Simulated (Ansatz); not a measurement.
Consider AsH7OSSi.

Input file:

```
crystal:
  periodic: [false, false, false]
  atoms:
    - {symbol: Si, position_ang: [0.019097, -0.018565, -0.839506]}
    - {symbol: S, position_ang: [1.406044, -1.300471, 0.535898]}
    - {symbol: H, position_ang: [-0.916639, -1.181633, -0.677618]}
    - {symbol: H, position_ang: [0.910619, 1.162067, -0.690937]}
    - {symbol: O, position_ang: [-0.085021, 0.124781, -2.481685]}
    - {symbol: H, position_ang: [0.232156, -0.306162, 1.061837]}
    - {symbol: As, position_ang: [-1.289391, 0.973467, 1.108070]}
    - {symbol: H, position_ang: [2.324368, -0.360336, 0.818632]}
    - {symbol: H, position_ang: [-0.648160, -0.522423, -2.914151]}
    - {symbol: H, position_ang: [-1.682210, -0.166492, 2.031404]}
    - {symbol: H, position_ang: [-0.270962, 1.595665, 2.048155]}
basis:
  gaussian: {orbitals: def2-TZVPP}
hamiltonian: {xc: pbe0, dispersion: d4}
output: {orbitals: {seedname: orbitals}}
```

Run with:

```sh
ansatz run in.yaml --threads 8 --pin off --events-out ev --progress --plain --max-ram 19148MiB
```

A transition-state structure; geometry: PBE0-D4/def2-TZVP.

The calculation used RKS PBE0-D4/def2-TZVPP (Ansatz 0.2.0).

What can the converged electron density and electron localisation function tell about the bonding?

Si–O (1.65 Å): ρ is about 1.2 e/Å³ halfway; the ELF peaks at about 0.85 between the atoms; a polar covalent bond.
Si–S (2.34 Å): ρ at the midpoint is about 0.57 e/Å³, with its minimum of 0.44 e/Å³ about 0.8 Å from Si; the ELF peaks at about 0.85 between the atoms (a shared electron pair).
Si–As (2.55 Å): the density is about 0.46 e/Å³ at the midpoint, with its minimum of 0.41 e/Å³ about 1.0 Å from Si; the ELF peaks at about 0.85 between the atoms: a shared electron pair.

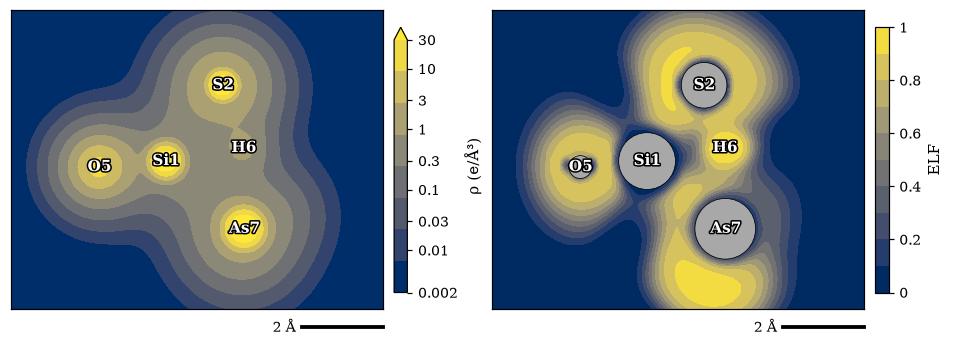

Computed electron density and electron localisation function on the plane of atoms Si1, S2 and H6, in this order. Grey discs cover the atomic cores in the ELF map. 
